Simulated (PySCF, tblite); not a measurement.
# C4H5Br: isotopologues and vibrational averages

How do isotopes change the rotational constants and shieldings of C4H5Br (`BrCC1C=C1`)?

Computed with tblite 0.8.0 (tight binding) and PySCF 2.14.0 (DFT, with response routines of our own); each step states its level. Atoms count from 0 throughout.

## 1. The starting structure

10 atoms, charge 0, multiplicity 1; geometry from: force field or distance geometry start.

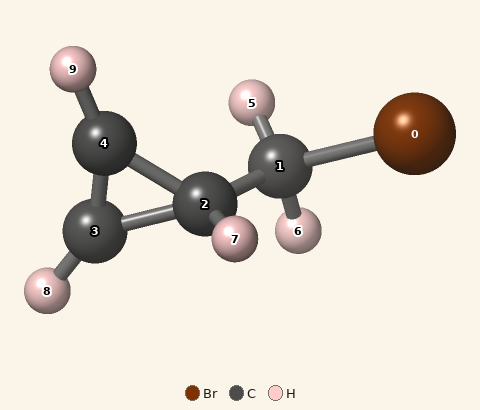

The starting geometry (bromine brown, carbon dark grey, hydrogen pink), atoms numbered.

## 2. GFN2-xTB relaxation, lowest of a short conformer search

The job: settings as JSON, then the geometry in Å.

```
{"job": {"xc": "GFN2-xTB", "basis": "xTB", "kind": "relax"}, "charge": 0, "multiplicity": 1}
Br     2.733600    -0.202300     0.753600
C      1.074600    -0.416900    -0.346200
C     -0.098000    -0.079700     0.491400
C     -1.485400    -0.138300    -0.157000
C     -0.994800     1.048800     0.009400
H      1.113500     0.137000    -1.248400
H      1.033800    -1.497600    -0.609800
H     -0.010300    -0.175200     1.575200
H     -2.303000    -0.798400    -0.438600
H     -1.028500     2.141400    -0.119700
```

Command:

```
> OMP_NUM_THREADS=1 python ens_run.py task.json out
```

The driver reads the study from task.json and runs its stages one after another.

Standard output:

```text
step      E/eV     max force
  0    -410.48317    2.109
  1    -410.59446    1.215
  2    -410.61451    1.078
  3    -410.63664    0.401
  4    -410.64692    0.301
  5    -410.65307    0.263
  6    -410.65668    0.143
  7    -410.65839    0.140
  8    -410.65972    0.103
  9    -410.66073    0.086
 10    -410.66150    0.087
 11    -410.66216    0.079
 12    -410.66288    0.104
 13    -410.66366    0.089
 14    -410.66438    0.078
 15    -410.66500    0.075
 16    -410.66561    0.082
 17    -410.66634    0.103
 18    -410.66722    0.089
 19    -410.66830    0.104
 20    -410.66966    0.121
 21    -410.67140    0.114
 22    -410.67344    0.139
 23    -410.67547    0.133
 24    -410.67720    0.134
 25    -410.67863    0.140
 26    -410.67997    0.111
 27    -410.68153    0.154
 28    -410.68341    0.151
 29    -410.68536    0.152
 30    -410.68735    0.139
 31    -410.68979    0.163
 32    -410.69301    0.280
 33    -410.69605    0.349
 34    -410.70018    0.310
 35    -410.70414    0.143
 36    -410.70640    0.088
 37    -410.70718    0.078
 38    -410.70800    0.073
 39    -410.70862    0.066
 40    -410.70927    0.056
 41    -410.70978    0.055
 42    -410.71012    0.052
 43    -410.71043    0.042
 44    -410.71073    0.035
 45    -410.71094    0.028
 46    -410.71104    0.030
 47    -410.71110    0.028
 48    -410.71117    0.023
 49    -410.71127    0.033
 50    -410.71137    0.029
 51    -410.71142    0.015
 52    -410.71144    0.011
 53    -410.71145    0.010
 54    -410.71146    0.014
 55    -410.71148    0.014
 56    -410.71149    0.008
 57    -410.71150    0.008
 58    -410.71150    0.006
 59    -410.71150    0.006
 60    -410.71151    0.004
 61    -410.71151    0.003
```

Wall time 0.39 s (1 thread of Arm Neoverse N1, shared host).

Gain 0.228 eV; displacement 0.39 Å root mean square.

## 3. Tight optimisation and Hessian

The job: settings as JSON, then the geometry in Å.

```
{"job": {"xc": "B3LYP", "basis": "pcSseg-1", "grid": 2, "temperatures": [100, 400], "kind": "geom"}, "charge": 0, "multiplicity": 1}
Br     2.639374     0.403914     0.376082
C      1.052068    -0.554445    -0.283859
C     -0.180338    -0.156730     0.479471
C     -1.484183    -0.002176    -0.250235
C     -0.914338     1.103205     0.122066
H      0.970551    -0.301583    -1.340430
H      1.285214    -1.612555    -0.167943
H     -0.175615    -0.492169     1.514079
H     -2.272917    -0.531171    -0.724089
H     -0.884287     2.162327     0.184747
```

Standard output:

```text
step   0  E = -74266.3239416 eV  max force = 1.10303
step   1  E = -74266.3504162 eV  max force = 0.13388
step   2  E = -74266.3509164 eV  max force = 0.01949
step   3  E = -74266.3509298 eV  max force = 0.00243
step   4  E = -74266.3509306 eV  max force = 0.00179
step   5  E = -74266.3509307 eV  max force = 0.00018
step   6  E = -74266.3509307 eV  max force = 0.00018
harmonic wavenumbers (cm-1): 77.9 186.6 338.4 425.3 620.0 645.5 796.4 850.3 880.4 943.9 1007.8 1033.2 1076.2 1148.3 1209.9 1242.6 1391.8 1467.6 1724.7 3055.6 3080.8 3149.4 3234.3 3282.7
```

It took 18 min on 1 thread of Arm Neoverse N1, shared host; peak memory 0.68 GiB.

## 4. Displacements along the modes, parent

The job: settings as JSON, then the geometry in Å.

```
{"job": {"xc": "B3LYP", "basis": "pcSseg-1", "grid": 2, "temperatures": [100, 400], "kind": "vib", "mass_numbers": [79, 12, 12, 12, 12, 1, 1, 1, 1, 1]}, "charge": 0, "multiplicity": 1}
Br     2.684512     0.389586     0.378109
C      1.062202    -0.560626    -0.284665
C     -0.173120    -0.150968     0.470608
C     -1.493133     0.001642    -0.253133
C     -0.928096     1.100227     0.120045
H      0.998788    -0.312578    -1.344867
H      1.298290    -1.618963    -0.161918
H     -0.172812    -0.486939     1.512876
H     -2.313818    -0.520528    -0.723226
H     -0.927282     2.177765     0.196059
```

Standard output:

```text
mode    cm-1    km/mol   phi_rrr   E(+)/cm-1  E(-)/cm-1
  1     77.95     0.61      -7.2      15.69      16.17
  2    186.56     1.84      11.5      34.51      33.81
  3    338.44     2.94      29.2      62.12      60.03
  4    425.26     3.77      11.8      77.56      76.70
  5    620.01    33.84      85.0     115.08     109.05
  6    645.45   103.18       4.8     118.96     118.38
  7    796.38     1.66     -82.1     140.53     146.49
  8    850.34     4.69     -65.1     151.01     155.68
  9    880.41     0.12      -3.4     160.07     160.44
 10    943.86     1.65     -23.3     169.85     171.38
 11   1007.83    10.49      69.9     184.23     179.18
 12   1033.19    26.65     -72.5     184.46     189.63
 13   1076.17    11.95     -44.2     193.44     196.70
 14   1148.31     1.69      76.6     209.65     204.17
 15   1209.92     8.25      92.1     221.23     214.66
 16   1242.56    54.25      36.0     225.87     223.23
 17   1391.83     1.85       1.0     251.34     251.34
 18   1467.59     6.07    -104.5     260.62     268.16
 19   1724.73    21.07     462.5     327.69     294.45
 20   3055.62    30.23   -1978.7     484.74     626.75
 21   3080.79    10.35    1355.3     605.94     508.43
 22   3149.44     4.92    -212.3     562.15     577.49
 23   3234.27     4.19     190.4     591.82     578.17
 24   3282.68     1.54   -1358.2     544.83     642.32
```

Wall time 19 min (1 thread of Arm Neoverse N1, shared host); peak memory 0.76 GiB.

## 5. Displacements along the modes, 2H at atom 6

The job, as its differences from that of step 4:

```diff
@@ -1,2 +1,2 @@
-{"job": {"xc": "B3LYP", "basis": "pcSseg-1", "grid": 2, "temperatures": [100, 400], "kind": "vib", "mass_numbers": [79, 12, 12, 12, 12, 1, 1, 1, 1, 1]}, "charge": 0, "multiplicity": 1}
+{"job": {"xc": "B3LYP", "basis": "pcSseg-1", "grid": 2, "temperatures": [100, 400], "kind": "vib", "mass_numbers": [79, 12, 12, 12, 12, 1, 2, 1, 1, 1]}, "charge": 0, "multiplicity": 1}
 Br     2.684512     0.389586     0.378109
```

Standard output:

```text
mode    cm-1    km/mol   phi_rrr   E(+)/cm-1  E(-)/cm-1
  1     76.82     0.55       7.0      16.12      15.63
  2    184.44     1.80     -11.5      33.44      34.17
  3    337.27     2.91     -27.8      59.87      61.86
  4    409.07     3.07      -6.3      73.92      74.41
  5    602.84    28.05     110.9     112.64     104.68
  6    637.42    92.49      -4.5     118.77     118.84
  7    735.06     4.31      63.6     134.84     130.26
  8    802.40    19.03      12.0     145.13     144.30
  9    848.94     5.10     -65.1     150.66     155.31
 10    880.35     0.05      -1.6     160.13     160.37
 11    936.82     1.27      28.4     170.73     168.82
 12   1031.05    36.29     -32.0     185.43     187.68
 13   1069.85     7.27     154.5     198.26     187.16
 14   1079.62    22.71      15.1     196.31     195.31
 15   1175.13     7.93      61.8     213.97     209.54
 16   1202.10    27.46      54.3     218.87     214.99
 17   1307.59     3.01     -54.7     233.86     237.82
 18   1396.60     3.23      -7.9     251.71     252.36
 19   1724.63    21.11     462.9     327.68     294.41
 20   2285.88     5.34   -1239.3     369.96     458.98
 21   3055.74    30.01   -1974.1     484.89     626.59
 22   3120.74     6.81   -1944.5     497.44     637.11
 23   3234.27     4.15    -190.3     578.17     591.82
 24   3282.68     1.54   -1358.2     544.83     642.32
```

Run time: 19 min. Hardware: 1 thread of Arm Neoverse N1, shared host; peak memory 0.76 GiB.

## 6. Vibrational averages by isotopologue

The job: settings as JSON, then the geometry in Å.

```
{"job": {"xc": "B3LYP", "basis": "pcSseg-1", "grid": 2, "temperatures": [100, 400], "kind": "iso"}, "charge": 0, "multiplicity": 1}
Br     2.684512     0.389586     0.378109
C      1.062202    -0.560626    -0.284665
C     -0.173120    -0.150968     0.470608
C     -1.493133     0.001642    -0.253133
C     -0.928096     1.100227     0.120045
H      0.998788    -0.312578    -1.344867
H      1.298290    -1.618963    -0.161918
H     -0.172812    -0.486939     1.512876
H     -2.313818    -0.520528    -0.723226
H     -0.927282     2.177765     0.196059
```

Standard output:

```text
parent
  Be/MHz 12841.424 1401.279 1318.85
  B0/MHz 12714.518 1394.522 1311.714
  ZPE/cm-1 16434.8
  <sigma>(0 K)/ppm 2183.961 115.921 152.431 50.711 48.304 28.299 26.852 28.977 23.763 23.447
2H at atom 6
  Be/MHz 11753.055 1400.913 1306.286
  B0/MHz 11638.855 1394.313 1299.305
  ZPE/cm-1 15708.7
  <sigma>(0 K)/ppm 2188.123 116.266 152.545 50.711 48.372 28.314 26.979 28.983 23.762 23.450
```

Wall time 56 min (1 thread of Arm Neoverse N1, shared host); peak memory 0.76 GiB. This counts the whole study up to here.

Rotational constants (MHz) at equilibrium and in the ground state:

```csv
isotopologue,Be,B0,zero-point change (cm⁻¹)
parent,"12841.4, 1401.3, 1318.8","12714.5, 1394.5, 1311.7",0.0
2H at atom 6,"11753.1, 1400.9, 1306.3","11638.9, 1394.3, 1299.3",-726.1
```

Shieldings of the first species (ppm): at equilibrium, the vibrational parts at 0 K, and the averages:

```csv
atom,equilibrium,anharmonic,harmonic,0 K,100 K,400 K
Br0,2237.96,-17.19,-36.81,2183.96,2183.22,2170.12
C1,120.41,-2.05,-2.44,115.92,115.90,115.36
C2,157.73,-0.89,-4.41,152.43,152.46,152.31
C3,56.57,-0.32,-5.54,50.71,50.81,50.83
C4,54.35,-0.50,-5.55,48.30,48.37,48.29
H5,28.99,-0.18,-0.51,28.30,28.29,28.20
H6,27.49,-0.15,-0.49,26.85,26.85,26.84
H7,29.70,-0.17,-0.56,28.98,28.97,28.93
H8,24.28,0.03,-0.55,23.76,23.77,23.76
H9,23.97,0.00,-0.53,23.45,23.45,23.43
```

Isotope effects on the shieldings at 0 K (ppb; positive means more shielded):

```csv
atom,2H at atom 6
Br0,4162
C1,345
C2,114
C3,0
C4,69
H5,15
H6,127
H7,7
H8,0
H9,3
```

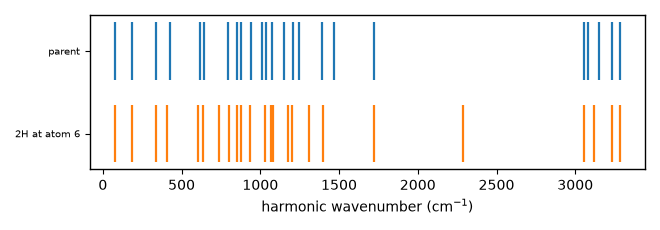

Harmonic wavenumbers of each isotopologue.

## 7. Summary of results

| quantity | value |
| --- | --- |
| point group | C1 |
| B0 of the first species | 12714.5, 1394.5, 1311.7 MHz |
| zero-point energy | 16435 cm⁻¹ |
| zero-point change of σ(Br0) | -54.00 ppm |

What this shows: Zero-point motion changes the shielding of Br0 most, by -54.00 ppm. The largest secondary isotope effect is 4162 ppb on Br0, 2 bonds from the change (2H at atom 6). The job flags a low mode; perturbation theory is less sure for low modes. Internal rotors are held in one well. Spin-orbit coupling is left out, which matters at and beside the heavy atoms.
